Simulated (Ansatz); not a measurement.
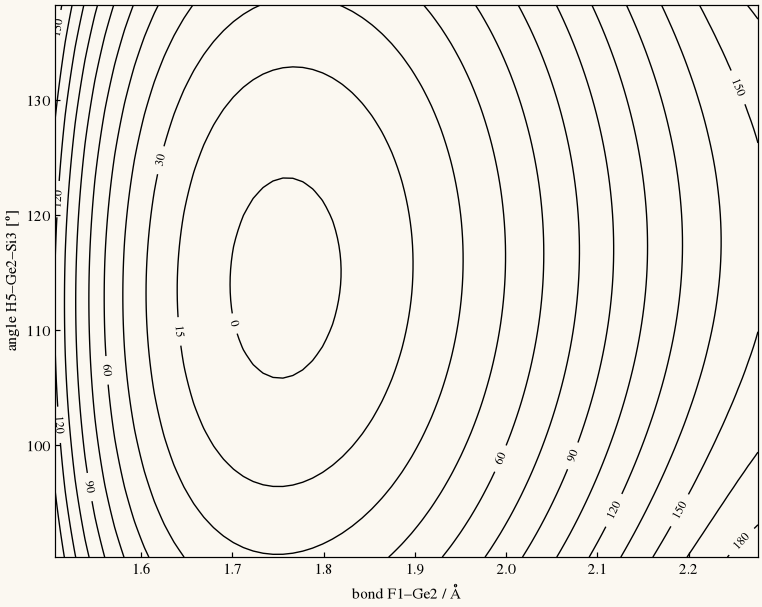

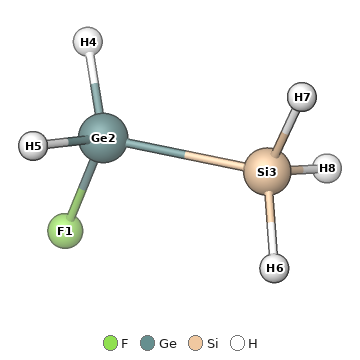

Energy landscape of FGeH5Si, SMILES [F][GeH2][SiH3]. 
- Two internal coordinates are moved rigidly from the geometry relaxed at PBE0-D4/def2-TZVP, all others fixed.
- First axis: bond F1–Ge2. Second axis: angle H5–Ge2–Si3.
- The grid has 5 × 5 points.
- Points are written as (first, second).
- Energies: kJ/mol, counted from the lowest grid point.
- These are results of RKS r2SCAN-D4/def2-TZVPP (Ansatz 0.2.0), not measurements.

The picture shows contour lines labelled in kJ/mol. Between grid points the surface is interpolated. The second picture is the structure at the lowest point.

Question: Where are the wells?

Answer: The lowest grid point is at (1.819 Å, 114.3°). The bottom of the well lies between grid points, at about (1.749 Å, 115°), about 4.5 kJ/mol lower on the interpolated surface. No other kind of well shows on this grid. The highest grid point, (2.276 Å, 90.3°), lies 188 kJ/mol above the lowest. Round the minimum the two coordinates are weakly coupled (coupling −0.06 in units of the two stiffnesses).
